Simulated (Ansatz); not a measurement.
Base system: BP in the zinc blende structure (space group F-43m, No. 216; a = 4.548 Å).

It is then changed as follows: Al replaces 75.0 % of the B, ordered in a cell of 8 atoms (starting symmetry I-42m) and fully relaxed.

All numbers come from Kohn–Sham DFT with the PBE functional, run in Ansatz (a first-principles code) with PAW and 420 eV plane waves, no SOC.

The zone is the changed cell's own and can be folded.

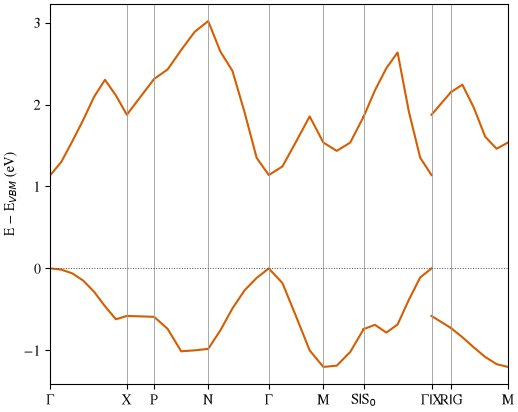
Figure. Highest valence and lowest conduction band along the path of the changed cell's own zone

Task: Read the changed gap and its character from the plot.

Result: About 1.1 eV, direct at Γ.

Each cell is one ordered arrangement of few atoms, which overstates ordering effects compared with a random alloy. Stability against distortions was not tested. Labels are those of the standard path for the cell's own space group.
